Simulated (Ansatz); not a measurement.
# BHLYP/6-311+G(d,p) run of AlCl3 (aluminium trichloride (monomer))

Aim: the vertical singlet–triplet gap of AlCl3 (aluminium trichloride (monomer)) at BHLYP/6-311+G**, from 2 runs. 

The calculation is run with Ansatz 0.2.0.

36 further runs of the same task are left out: 36 set aside as unsound or not needed.

### 1 The system as given

AlCl3 has 4 atoms, charge 0, and is taken as a singlet. As SMILES, `Cl[Al](Cl)Cl`. The coordinates come from a PBE0-D4/def2-TZVP relaxation.

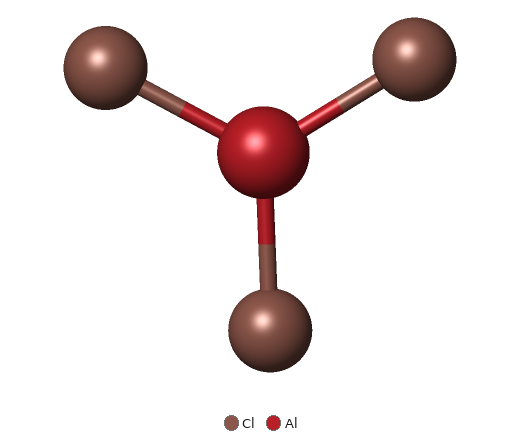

Viewed from a chosen angle; chlorine brown, aluminium red.

### 2 A single-point energy at BHLYP/6-311+G(d,p)

File input.yaml:

```yaml
crystal:
  periodic: [false, false, false]
  atoms:
    - {symbol: Cl, position_ang: [-1.135050, -0.108440, 1.726210]}
    - {symbol: Al, position_ang: [0.000010, 0.000000, -0.000020]}
    - {symbol: Cl, position_ang: [1.741960, -1.104030, -0.163630]}
    - {symbol: Cl, position_ang: [-0.606920, 1.212480, -1.562570]}
basis:
  gaussian:
    orbitals: 6-311+G_st__st_-spherical.json
hamiltonian:
  xc: {name: BHLYP}
accuracy: high
output:
  orbitals: {seedname: orbitals}
```

The basis set 6-311+G** is read from a file made from the Basis Set Exchange's data (not shown).

Run with:

```console
$ ansatz run input.yaml --threads 1 --pin off --max-ram 3480MiB --events-out events.jsonl --progress --plain --runs-dir runs
```

The program printed:

```text
Warning: RAYON_NUM_THREADS=1 ignored (pool sized by the plan → 1); use --threads N
Functional definition: BHLYP
  name "BHLYP"
  parameter a = 0.5
  exchange = (1 - a)*b88_x + a*exact_x
  correlation = lyp_c
1868 factors; integrals over basis functions are off by at most 2.4e-8 eV
mean field evaluation 1: about -44170.7344 eV, gradient 2.0e1 eV
mean field evaluation 2: about -44171.1901 eV, gradient 1.7e1 eV
mean field evaluation 4: about -44171.8046 eV, gradient 4.4e-1 eV
mean field evaluation 8: about -44171.8174 eV, gradient 9.5e-3 eV
mean field evaluation 16: about -44171.8174 eV, gradient 5.3e-7 eV
mean field -44171.81739055 eV, -1623.2843483695 hartree, gradient 7.9e-8 eV, S^2 0.000000; 0 other end points of the search recorded, 0 dependent functions left out
reference -44171.81741567 eV, -1623.2843492928 hartree; 32, 32 occupied and 88, 88 virtual orbitals, 1868 factors
Total energy: -44171.81741567 eV, -1623.2843492928 hartree
```

It took 13 s on 1 thread of Arm Neoverse V2, shared host; peak memory 0.39 GiB.

### 3 The triplet at the same level

File run.yaml:

```yaml
crystal:
  periodic: [false, false, false]
  atoms:
    - {symbol: Cl, position_ang: [-1.135050, -0.108440, 1.726210]}
    - {symbol: Al, position_ang: [0.000010, 0.000000, -0.000020]}
    - {symbol: Cl, position_ang: [1.741960, -1.104030, -0.163630]}
    - {symbol: Cl, position_ang: [-0.606920, 1.212480, -1.562570]}
basis:
  gaussian:
    orbitals: 6-311+G_st__st_-spherical.json
accuracy: high
magnetization:
  spin_polarized: true
  initial_magnetization: 2
hamiltonian:
  xc: {name: BHLYP}
output: {orbitals: {seedname: orbitals}}
```

The basis set 6-311+G** is read from a file made from the Basis Set Exchange's data (not shown).

Run with:

```console
$ ansatz run run.yaml --threads 1 --pin off --max-ram 3480MiB --events-out events.jsonl --progress --plain --runs-dir runs
```

The program printed:

```text
Warning: RAYON_NUM_THREADS=1 ignored (pool sized by the plan → 1); use --threads N
[... 5 set-up lines as earlier in the session ...]
1868 factors; integrals over basis functions are off by at most 2.4e-8 eV
mean field evaluation 1: about -44164.4728 eV, gradient 8.9e0 eV
mean field evaluation 2: about -44164.8417 eV, gradient 5.7e0 eV
mean field evaluation 4: about -44164.9684 eV, gradient 7.3e-1 eV
mean field evaluation 8: about -44165.0038 eV, gradient 5.5e-2 eV
mean field evaluation 16: about -44165.0038 eV, gradient 1.0e-3 eV
mean field evaluation 32: about -44165.0038 eV, gradient 3.2e-6 eV
mean field -44165.00381439 eV, -1623.0339540639 hartree, gradient 4.5e-8 eV, S^2 2.012855; 6 other end points of the search recorded, 0 dependent functions left out
reference -44165.00383577 eV, -1623.0339548497 hartree; 33, 31 occupied and 87, 89 virtual orbitals, 1868 factors
Total energy: -44165.00383577 eV, -1623.0339548497 hartree
```

It took 64 s on 1 thread of Arm Neoverse V2, shared host; peak memory 0.61 GiB.

### 4 Summary of results

Level: BHLYP/6-311+G**.

```
                                        quantity           value
                           singlet: total energy  -1623.28435 Eh
                            singlet: HOMO energy       -10.72 eV
                            singlet: LUMO energy        -0.94 eV
                          singlet: HOMO–LUMO gap         9.78 eV
                           triplet: total energy  -1623.03395 Eh
     triplet: HOMO energy (highest over α and β)        -4.03 eV
                                   triplet: ⟨S²⟩           2.013
vertical energy of the triplet above the singlet        6.814 eV
```

What this shows: At this shape the triplet lies 6.81 eV (157 kcal/mol) above the singlet.
